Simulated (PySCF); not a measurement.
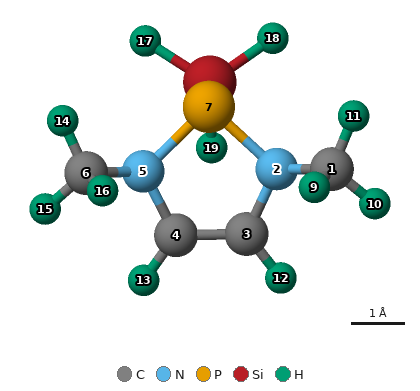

**Figure 1.** The structure (ball-and-stick view, seen at a tilt; atoms are numbered from 1 in the order of the input). Bond lengths as drawn: C–C 1.35 Å, C–H 1.09 to 1.11 Å, C–N 1.41 to 1.45 Å, H–Si 1.49 to 1.50 Å, N–P 1.76 Å and P–Si 2.29 Å.

## NMR shielding calculation of C$_{4}$H$_{11}$N$_{2}$PSi

The run: NMR shielding calculation of C$_{4}$H$_{11}$N$_{2}$PSi, SMILES CN1C=CN(C)P1[SiH3]. Method and program: GIAO PBE0/pcSseg-1 NMR shielding, non-relativistic, gas phase (PySCF 2.14.0).

The geometry comes from this level: PBE0-D3(BJ)/def2-SVP. Figures and captions count atoms from 1; the log counts them from 0 in places.

Output:
```
coarse grid: 16536 points
cycle   1  E = -898.6618976540  dE =  8.992e-01  |g| = 3.245e-01  |ddm| = 4.009e+00
cycle   2  E = -898.6621356230  dE = -2.380e-04  |g| = 3.307e-01  |ddm| = 6.974e-01
cycle   3  E = -898.6881670953  dE = -2.603e-02  |g| = 7.756e-02  |ddm| = 4.091e-01
cycle   4  E = -898.6893204090  dE = -1.153e-03  |g| = 2.698e-02  |ddm| = 8.382e-02
cycle   5  E = -898.6894664409  dE = -1.460e-04  |g| = 6.672e-03  |ddm| = 2.474e-02
cycle   6  E = -898.6894760457  dE = -9.605e-06  |g| = 1.629e-03  |ddm| = 8.684e-03
final grid: 149760 points
cycle   7  E = -898.7331125900  dE = -2.522e-05  |g| = 7.907e-03  |ddm| = 2.577e-02
cycle   8  E = -898.7331033339  dE =  9.256e-06  |g| = 9.998e-03  |ddm| = 1.772e-02
cycle   9  E = -898.7331282099  dE = -2.488e-05  |g| = 1.450e-03  |ddm| = 1.079e-02
cycle  10  E = -898.7331286584  dE = -4.485e-07  |g| = 3.291e-04  |ddm| = 1.463e-03
cycle  11  E = -898.7331286795  dE = -2.119e-08  |g| = 1.593e-04  |ddm| = 4.558e-04
cycle  12  E = -898.7331286851  dE = -5.512e-09  |g| = 3.044e-05  |ddm| = 1.499e-04
cycle  13  E = -898.7331286853  dE = -2.224e-10  |g| = 7.974e-06  |ddm| = 4.715e-05
```

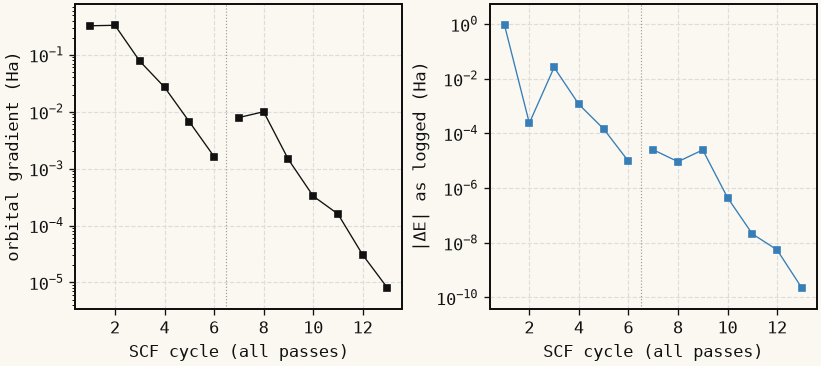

**Figure 2.** Convergence of the self-consistent field: orbital gradient and size of the energy change against the SCF cycle. The dotted line marks the change from a coarse to the final integration grid. The first 6 cycles use a coarse grid, the final grid takes over at cycle 7, and the field converges after 13 cycles in all.

```
converged SCF energy = -898.7331286853

GIAO shielding tensors (ppm)
atom      isotropic    diamagn.    paramagn.     s11        s22        s33       span
  0 C      143.517     242.642     -99.125    122.623    123.979    183.949     61.326
  1 N      211.962     332.598    -120.635    151.786    170.673    313.428    161.641
  2 C       53.193     254.124    -200.931    -39.804     88.822    110.562    150.366
  3 C       52.978     254.115    -201.137    -40.249     88.352    110.830    151.079
  4 N      211.912     332.663    -120.751    151.278    170.212    314.246    162.967
  5 C      143.645     242.608     -98.962    122.726    124.224    183.986     61.260
  6 P      207.775     968.977    -761.202     90.021    265.871    267.432    177.411
  7 Si     438.335     880.632    -442.297    419.902    430.135    464.967     45.065
  8 H       28.920      28.905       0.015     24.496     26.748     35.516     11.021
  9 H       28.714      28.350       0.363     24.061     26.604     35.476     11.415
 10 H       28.828      28.934      -0.106     24.244     26.490     35.749     11.504
 11 H       25.752      32.190      -6.438     23.705     26.154     27.398      3.693
 12 H       25.739      32.194      -6.455     23.714     26.150     27.352      3.638
 13 H       28.823      28.940      -0.118     24.236     26.492     35.739     11.503
 14 H       28.706      28.348       0.358     24.050     26.601     35.467     11.417
 15 H       28.915      28.891       0.024     24.484     26.733     35.526     11.042
 16 H       27.884      29.068      -1.184     24.500     25.906     33.246      8.746
 17 H       27.879      29.053      -1.174     24.494     25.877     33.265      8.771
 18 H       27.118      29.439      -2.321     22.491     27.629     31.233      8.742
```

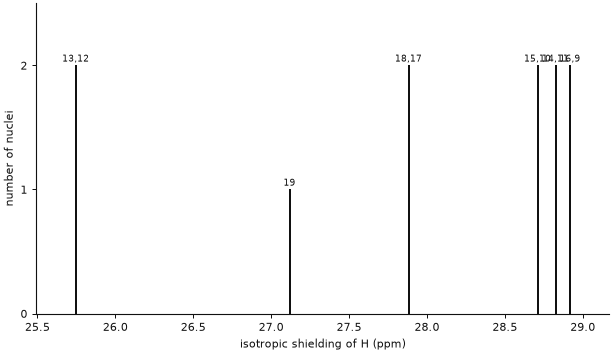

**Figure 3.** Isotropic shieldings of the hydrogen nuclei in this fixed geometry, labelled by atom number; shielding grows to the right, so chemical shift grows to the left. The least shielded is H13 (25.7 ppm), the most shielded H9 (28.9 ppm).

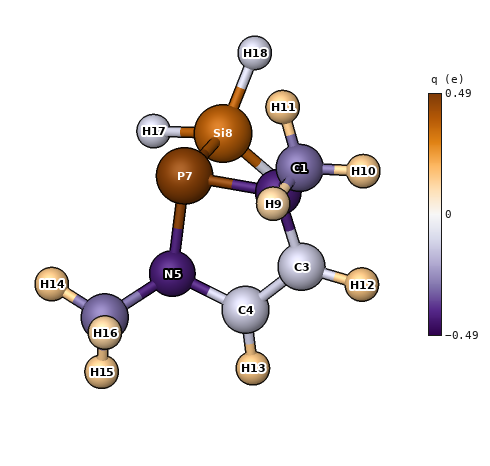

**Figure 4.** IAO charges, as the colour of each atom (ball-and-stick view, seen at a tilt; atoms are numbered from 1 in the order of the input). By element: C −0.30 to −0.12, N −0.41, P +0.46, Si +0.37 and H −0.11 to +0.15 e.

The run was set up as follows.

The input:
```
{"job": {"kind": "nmr", "xc": "PBE0", "basis": "pcSseg-1"}, "charge": 0, "multiplicity": 1}
C      2.100773    -1.110998    -1.049598
N      0.966763    -0.823653    -0.195549
C      1.173285     0.022055     0.913823
C      0.267558     1.006262     1.060483
N     -0.747582     1.037285     0.083337
C     -1.059122     2.309876    -0.534056
P     -0.606296    -0.431850    -0.869995
Si    -1.822576    -1.754766     0.546707
H      2.505696    -0.217136    -1.563291
H      2.909943    -1.552275    -0.446072
H      1.816924    -1.850483    -1.811388
H      2.014457    -0.172346     1.583289
H      0.254751     1.743865     1.866350
H     -1.927305     2.200075    -1.198882
H     -1.331086     3.038119     0.246897
H     -0.221195     2.734280    -1.121007
H     -3.270214    -1.398917     0.410147
H     -1.643567    -3.185849     0.145928
H     -1.393822    -1.574762     1.965049
```

The first line tells a small driver script what to run in PySCF; the rest is the geometry in Å.

Command:
```bash
OMP_NUM_THREADS=1 python <driver script> task.json out
```

Key numbers:

| quantity | value |
| --- | --- |
| outcome | converged |
| total energy | −898.733129 hartree |
| HOMO | −5.16 eV |
| LUMO | −0.16 eV |
| dipole moment | 1.74 D |
| isotropic shielding, C | 53.0 to 143.6 ppm |
| isotropic shielding, N | 211.9 to 212.0 ppm |
| isotropic shielding, P | 207.8 ppm |
| isotropic shielding, Si | 438.3 ppm |
| isotropic shielding, H | 25.7 to 28.9 ppm |
| hardware | 1 CPU thread, shared host |
| wall time | 39 s |
| peak memory | 1.1 GiB |
